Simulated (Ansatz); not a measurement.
Amorphous Al₂₈O₄₅Sb₂

The cell was made by melting and quenching with the CHGNet potential and then relaxed with DFT. O atoms were pushed apart under 1.9 Å during the dynamics, to hinder bonds among them. The hot cell started wider than the set density and was brought back towards it in steps. It is the lowest in DFT energy of 2 quenches. It is a model cell: composition and starting density were chosen by hand, and all elements were melted together. No dispersion term was used. Cycles of charging and discharging annealed it further.

Methods: PBE, scalar-relativistic without spin-orbit coupling (Ansatz, a first-principles code); r2SCAN, scalar-relativistic without spin-orbit coupling (Ansatz); HSE06, scalar-relativistic without spin-orbit coupling (Ansatz). Geometry, pressure, stress and energy are those of the PBE run. Its sampling: a 2×2×2 Γ-centred mesh; Fermi-Dirac width 0.02 eV; no spin polarisation. Other functionals are single points at the zone centre (r2SCAN at 500 eV; exact exchange cut at the cell's faces), free to take moments where seeds were set. At PBE the levels at the filled edge of the gap are localised (band-tail or defect states).

```yaml
number_of_atoms_in_the_cell: 75
Density (held, not predicted): 3.36 g/cm^3
volume_per_atom: 11.34 Å³
Pressure on a 2×2×2 Γ-centred mesh: 3.53 GPa
Largest force and stress component on that mesh (the relaxation ran on the zone centre alone): 0.05 eV/Å and 4.1 GPa
Level gap on a 2×2×2 Γ-centred mesh (PBE): 3.52 eV
Level gap at the zone centre (PBE): 3.58 eV
Level gap at the zone centre (r2SCAN): 4.04 eV
Level gap at the zone centre (HSE06): 4.83 eV
```

Neighbours within Al-Al 2.66 Å, Al-O 2.28 Å, Al-Sb 2.86 Å, O-O 1.58 Å, O-Sb 2.46 Å, Sb-Sb 3.25 Å count as bonded. Two cations that share two anions don't count as bonded, nor two that share one unless they lie closer than Al-Al 2.59 Å, Al-Sb 2.78 Å, Sb-Sb 2.97 Å.

The mean coordination of Al by anions comes out as 4.50 (14 with 4, 14 with 5), the mean coordination of O is 2.96 (4 with 2, 39 with 3, 2 with 4) and the mean coordination of Sb by anions is 3.50 (1 with 3, 1 with 4). The mean Al-O bond comes out as 1.834 Å (spread 0.086 Å, 126 counted). The mean O-Sb bond is 2.111 Å (spread 0.154 Å, 7 counted).

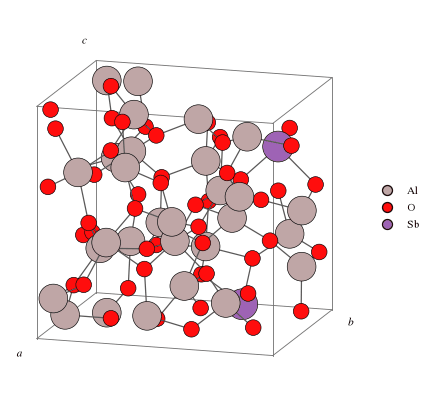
The relaxed cell

Its density started from a set value of 3.36 g/cm³. The simulated quench (nominally 340 K/ps over its main leg) is rapid and tends to freeze in more defects than a deposited or slowly cooled glass has. One small periodic cell is one sample of the glass; other quenches scatter about these values. The volume was held where the preparation left it and the shape relaxed, at a PBE pressure of 3.5 GPa. Stress components on the final sampling reach 4.1 GPa. Cycles of charging lowered its energy after that relaxation.
